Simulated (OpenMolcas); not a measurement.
# triplet CH7NOSi at 6 levels

We compute a comparison of 6 runs (UHF/STO-3G, UHF/cc-pVDZ, UB3LYP/6-31G*, U-revPBE/cc-pVDZ, UBLYP/cc-pVDZ, UM06-2X/cc-pVDZ) of triplet CH7NOSi. 

The results are computed with OpenMolcas 26.06.

**1. The structure to begin with**

CH7NOSi has 11 atoms, charge 0, and is taken as a triplet. As SMILES of the parent species, `OCN[SiH3]`. The shape is that of a PBE0-D4/def2-TZVP optimisation. This is one conformer, not always the lowest. That shape belongs to the parent species and isn't relaxed for this state.

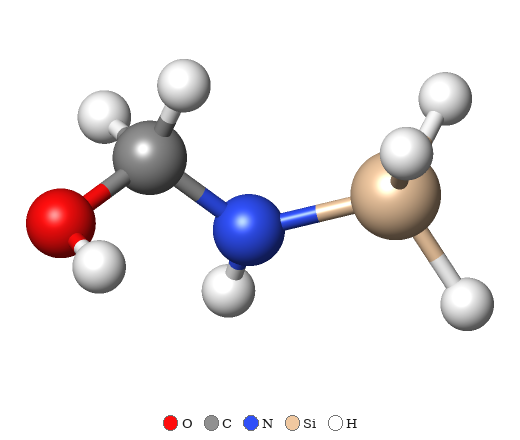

The structure, seen from a chosen angle (oxygen red, carbon grey, nitrogen blue, silicon light orange, hydrogen white).

**2. A single-point energy at UHF/STO-3G (run 1)**

run.inp

```
&gateway
 baslib = $CurrDir
 coord
 11
 angstrom
 O       -1.208000       1.808500      -0.668400
 C       -0.009800       1.197800      -0.260600
 N        0.021500      -0.204300      -0.552200
 Si       0.472500      -1.425900       0.571200
 H       -1.930700       1.291100      -0.299300
 H        0.776900       1.753100      -0.781300
 H        0.150800       1.320600       0.820400
 H        0.033200      -0.410500      -1.539700
 H       -0.212700      -1.140500       1.860100
 H        1.934400      -1.515500       0.858100
 H        0.037100      -2.731600       0.012700
 basis = STO-3G
 group = NoSym

&seward

&scf
 uhf
 spin = 3
 thresholds = 1e-10 1e-07 1e-07 1e-05
 prorbitals = 0
```

The basis set STO-3G is read from a file made from the Basis Set Exchange's data (not shown).

Started as:

```console
export MOLCAS_MEM=1860
pymolcas run.inp > run.log
```

What it wrote:

```text
--- Start Module: gateway ---
[...]
--- Stop Module: gateway /rc=_RC_ALL_IS_WELL_ ---
--- Start Module: seward ---
[...]
      Basis functions           31
--- Stop Module: seward /rc=_RC_ALL_IS_WELL_ ---
[...]
--- Start Module: scf ---
[...]
       Convergence after  25 Iterations
[...]
::    Total SCF energy                               -454.3141018821
[...]
      Total spin, S                                     1.0022730828
[...]
      Total electronic charge=   42.000000
      Total            charge=   -0.000000
[...]
      Dipole Moment (debye):
      Origin of the operator (angstrom)=   -0.0665   -0.0116   -0.0601
                   X= -9.8954E-01               Y=  1.3911E+00               Z= -1.5737E+00           Total=  2.3219E+00
      Quadrupole Moment (debye*angstrom):
[...]
--- Stop Module: scf /rc=_RC_ALL_IS_WELL_ ---
[...]
```

Run time: 3.6 s. Hardware: 1 thread of AMD EPYC 7R43 (Zen 3), shared host; peak memory 0.37 GiB.

**3. A single-point energy at UHF/cc-pVDZ (run 2)**

job.input

```
* CH7NOSi Hartree-Fock

&GATEWAY
  BasLib = $CurrDir
  Coord
  11
  angstrom
  O       -1.208000       1.808500      -0.668400
  C       -0.009800       1.197800      -0.260600
  N        0.021500      -0.204300      -0.552200
  Si       0.472500      -1.425900       0.571200
  H       -1.930700       1.291100      -0.299300
  H        0.776900       1.753100      -0.781300
  H        0.150800       1.320600       0.820400
  H        0.033200      -0.410500      -1.539700
  H       -0.212700      -1.140500       1.860100
  H        1.934400      -1.515500       0.858100
  H        0.037100      -2.731600       0.012700
  Basis = cc-pVDZ
  Group = NoSym

&SEWARD

&SCF
  UHF
  Spin = 3
  Thresholds = 1e-10 1e-07 1e-07 1e-05
  PrOrbitals = 1 1
```

The basis set cc-pVDZ is read from a file made from the Basis Set Exchange's data (not shown).

Started as:

```console
export MOLCAS_MEM=1860
pymolcas job.input > job.log
```

What it wrote:

```text
--- Start Module: gateway ---
[...]
--- Stop Module: gateway /rc=_RC_ALL_IS_WELL_ ---
--- Start Module: seward ---
[...]
      Basis functions           95
--- Stop Module: seward /rc=_RC_ALL_IS_WELL_ ---
[...]
--- Start Module: scf ---
[...]
       Convergence after  32 Iterations
[...]
::    Total SCF energy                               -459.9690257336
[...]
      Total spin, S                                     1.0048566832
[...]
      Total electronic charge=   42.000000
      Total            charge=   -0.000000
[...]
      Dipole Moment (debye):
      Origin of the operator (angstrom)=   -0.0665   -0.0116   -0.0601
                   X= -1.0167E+00               Y=  2.3089E+00               Z= -1.8574E-01           Total=  2.5297E+00
      Quadrupole Moment (debye*angstrom):
[...]
--- Stop Module: scf /rc=_RC_ALL_IS_WELL_ ---
[...]
```

Wall time 21 s (1 thread of AMD EPYC 7R43 (Zen 3), shared host); peak memory 0.52 GiB.

Runs 3 to 4 aren't shown in full; the table further down has their settings and results.

**4. The energy at UBLYP/cc-pVDZ (run 5)**

coord.xyz

```xyz
11

O     -1.208000     1.808500    -0.668400
C     -0.009800     1.197800    -0.260600
N      0.021500    -0.204300    -0.552200
Si     0.472500    -1.425900     0.571200
H     -1.930700     1.291100    -0.299300
H      0.776900     1.753100    -0.781300
H      0.150800     1.320600     0.820400
H      0.033200    -0.410500    -1.539700
H     -0.212700    -1.140500     1.860100
H      1.934400    -1.515500     0.858100
H      0.037100    -2.731600     0.012700
```

mol.inp

```
&GATEWAY
  BASLIB
  $CurrDir
  COORD
  coord.xyz
  BASIS
  cc-pVDZ
  GROUP
  NoSym

&SEWARD
  GRIDINPUT
  Grid=UltraFine
  End of Grid

&SCF
  UHF
  SPIN
  3
  KSDFT
  BLYP
  THRESHOLDS
  1e-10 1e-07 1e-07 1e-05
  PRORBITALS
  1 2
```

The basis set cc-pVDZ is read from a file made from the Basis Set Exchange's data (not shown).

Started as:

```console
export MOLCAS_MEM=1860
pymolcas mol.inp > mol.log
```

What it wrote:

```text
--- Start Module: gateway ---
[...]
--- Stop Module: gateway /rc=_RC_ALL_IS_WELL_ ---
--- Start Module: seward ---
[...]
      Basis functions           95
--- Stop Module: seward /rc=_RC_ALL_IS_WELL_ ---
[...]
--- Start Module: scf ---
[...]
       Convergence after  28 Iterations
[...]
::    Total KS-DFT energy                            -461.4977519973
[...]
      Total spin, S                                     1.0011098420
[...]
      Total electronic charge=   42.000000
      Total            charge=   -0.000000
[...]
      Dipole Moment (debye):
      Origin of the operator (angstrom)=   -0.0665   -0.0116   -0.0601
                   X= -4.3897E-01               Y=  1.5261E+00               Z= -3.6224E-01           Total=  1.6288E+00
      Quadrupole Moment (debye*angstrom):
[...]
--- Stop Module: scf /rc=_RC_ALL_IS_WELL_ ---
[...]
```

It took 2.1 min on 1 thread of AMD EPYC 7R43 (Zen 3), shared host; peak memory 0.52 GiB.

**5. The energy at UM06-2X/cc-pVDZ (run 6)**

job.inp

```
&GATEWAY
  BasLib = $CurrDir
  Coord
  11
  bohr
  O     -2.28278916     3.41756970    -1.26309294
  C     -0.01851932     2.26351395    -0.49246263
  N      0.04062911    -0.38607105    -1.04350677
  Si     0.89289559    -2.69456048     1.07941156
  H     -3.64849423     2.43982540    -0.56559503
  H      1.46812823     3.31287887    -1.47644302
  H      0.28497070     2.49557232     1.55033131
  H      0.06273891    -0.77573257    -2.90961131
  H     -0.40194475    -2.15523265     3.51507956
  H      3.65548622    -2.86387994     1.62157399
  H      0.07010884    -5.16197588     0.02399952
  Basis = cc-pVDZ
  Group = NoSym

&SEWARD
  GridInput
  Grid=UltraFine
  End of Grid

&SCF
  UHF
  Spin = 3
  KSDFT = M062X
  Thresholds = 1e-10 1e-07 1e-07 1e-05
  PrOrbitals = 1 2
```

The basis set cc-pVDZ is read from a file made from the Basis Set Exchange's data (not shown).

Started as:

```console
export MOLCAS_MEM=1860
pymolcas job.inp > job.log
```

What it wrote:

```text
--- Start Module: gateway ---
[...]
--- Stop Module: gateway /rc=_RC_ALL_IS_WELL_ ---
--- Start Module: seward ---
[...]
      Basis functions           95
--- Stop Module: seward /rc=_RC_ALL_IS_WELL_ ---
[...]
--- Start Module: scf ---
[...]
       Convergence after  29 Iterations
[...]
::    Total KS-DFT energy                            -461.4531371612
[...]
      Total spin, S                                     1.0021594563
[...]
      Total electronic charge=   42.000000
      Total            charge=   -0.000000
[...]
      Dipole Moment (debye):
      Origin of the operator (angstrom)=   -0.0665   -0.0116   -0.0601
                   X= -7.4737E-01               Y=  1.8541E+00               Z= -1.4084E-01           Total=  2.0040E+00
      Quadrupole Moment (debye*angstrom):
[...]
--- Stop Module: scf /rc=_RC_ALL_IS_WELL_ ---
[...]
```

Run time: 3.5 min. Hardware: 1 thread of AMD EPYC 7R43 (Zen 3), shared host; peak memory 0.52 GiB.

**6. The series**

| run | level | integration grid | energy (Eh) | dipole moment (D) | ⟨S²⟩ | wall time |
| --- | --- | --- | --- | --- | --- | --- |
| 1 | UHF/STO-3G | – | -454.314102 | 2.32 | 2.007 | 3.6 s |
| 2 | UHF/cc-pVDZ | – | -459.969026 | 2.53 | 2.015 | 21 s |
| 3 | UB3LYP/6-31G* (spherical functions) | UltraFine | -461.552920 | 2.72 | 2.006 | 80 s |
| 4 | U-revPBE/cc-pVDZ | UltraFine | -461.455834 | 2.11 | 2.004 | 2.1 min |
| 5 | UBLYP/cc-pVDZ | UltraFine | -461.497752 | 1.63 | 2.003 | 2.1 min |
| 6 | UM06-2X/cc-pVDZ | UltraFine | -461.453137 | 2.00 | 2.006 | 3.5 min |

**7. Summary of results**

| quantity | value |
| --- | --- |
| run 6: total energy | -461.45314 Eh |
| run 6: dipole moment | 2.00 D |
| run 6: HOMO energy (highest over α and β) | -2.10 eV |
| run 6: ⟨S²⟩ | 2.006 |

The dipole moment (its size) runs from 1.63 D (UBLYP/cc-pVDZ) to 2.72 D (UB3LYP/6-31G*). The two ends differ in method and basis. Totals of different functionals can't be ranked against each other. In run 1 the basis is minimal, so the values are rough. All runs together took 9.5 min, the longest 3.5 min.
